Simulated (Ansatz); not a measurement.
**F₂ with ZrCl₄: structure and interaction energy**

How do F₂ and ZrCl₄ sit together, how strongly do they interact, and which methods get it right?

Computed with Ansatz 0.2.0, Gaussian basis. Level: PBE0-D4 structure, single points in def2-TZVPPD.

Levels: PBE-D4, revPBE-D4, BLYP-D4, r2SCAN-D4, B97M-V, PBE0-D4, B3LYP-D4, HSE06-D4, wB97X-V, wB97M-V, B2PLYP, Hartree-Fock, MP2, CCSD, CCSD(T). The reference is CCSD(T) extrapolated to the basis limit. For elements past Ar these valence bases correlate outer-core shells poorly, so that limit is rough.

Cores are frozen in the correlated methods. Core potentials replace the inner electrons past krypton, and spin-orbit coupling is left out. B3LYP uses VWN-RPA correlation. B2PLYP carries no dispersion term here.

2 further runs of the same task are left out: 2 set aside as unsound or not needed.

### Step 1. Starting geometry

The pair, from a GFN2-xTB docking trial: 7 atoms, charge 0, spin multiplicity 1.

Atoms are counted from 1 here; the program's logs count them from 0.

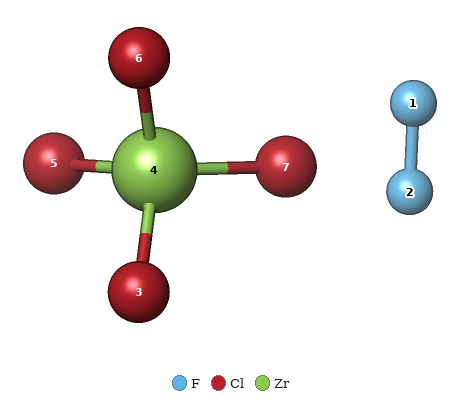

As it starts; fluorine blue, chlorine red, zirconium green; atoms are numbered from 1 in the order of the file.

Coordinates:

| atom | x (Å) | y (Å) | z (Å) |
| --- | --- | --- | --- |
| F1 | 0.7469 | 0.0350 | -3.7734 |
| F2 | -0.6526 | 0.1260 | -3.8178 |
| Cl3 | -1.7922 | -0.9566 | 2.5450 |
| Zr4 | -0.0195 | -0.0261 | 1.5133 |
| Cl5 | -0.1359 | 2.2157 | 1.6939 |
| Cl6 | 1.8705 | -0.7614 | 2.4930 |
| Cl7 | -0.0173 | -0.6327 | -0.6540 |

Atoms 1 to 2 are fragment A (F₂), the rest fragment B (ZrCl₄).

### Step 2. A first relaxation in a small basis

The input, pre/in.yaml:

```yaml
crystal:
  periodic: [false, false, false]
  atoms:
    - {symbol: F, position_ang: [0.746900, 0.035000, -3.773400]}
    - {symbol: F, position_ang: [-0.652600, 0.126000, -3.817800]}
    - {symbol: Cl, position_ang: [-1.792200, -0.956600, 2.545000]}
    - {symbol: Zr, position_ang: [-0.019500, -0.026100, 1.513300]}
    - {symbol: Cl, position_ang: [-0.135900, 2.215700, 1.693900]}
    - {symbol: Cl, position_ang: [1.870500, -0.761400, 2.493000]}
    - {symbol: Cl, position_ang: [-0.017300, -0.632700, -0.654000]}
basis:
  gaussian: {orbitals: def2-SVP}
hamiltonian: {xc: pbe, dispersion: d4}
relax: {f_tol: 0.03, max_steps: 250}
```

The command line of these runs was not kept.

The runs that follow: Relaxation at PBE0-D4; CCSD(T)/def2-TZVPPD.

Before running it: what results should come out? Wanted: interaction energy, CCSD(T)/CBS; of it Hartree-Fock; D4 term of PBE0-D4; shortest contact.

As calculated:

| quantity | value |
| --- | --- |
| interaction energy, CCSD(T)/CBS | -2.97 kJ/mol |
| of it Hartree-Fock (basis limit) | +2.60 kJ/mol |
| D4 term of PBE0-D4 | -3.19 kJ/mol |
| shortest contact | F2–Cl5 3.62 Å |

In words: The pair is bound by 2.97 kJ/mol at fixed fragment shapes. Hartree-Fock doesn't bind it at this geometry, so correlation, mostly dispersion, holds it together. The functionals run from B97M-V, off by -0.27 kJ/mol, to B2PLYP, off by +3.07 kJ/mol, against CCSD(T)/CBS. HSE06-D4 is as near within the digits shown. Mean unsigned error by rung: GGA 0.71, meta-GGA 0.60, hybrid 0.31, screened hybrid 0.27, range-separated hybrid 1.01, double hybrid 3.07 kJ/mol. PBE-D4 gives an interaction energy 0.76 kJ/mol too low, an error of 26 % of the reference. CCSD(T) moves by -0.64 kJ/mol from triple zeta to the limit; gaps between functionals far smaller than that don't rank them. A lower arrangement may exist. The restricted Hartree–Fock reference is unstable towards an unrestricted one at one or more of these structures.
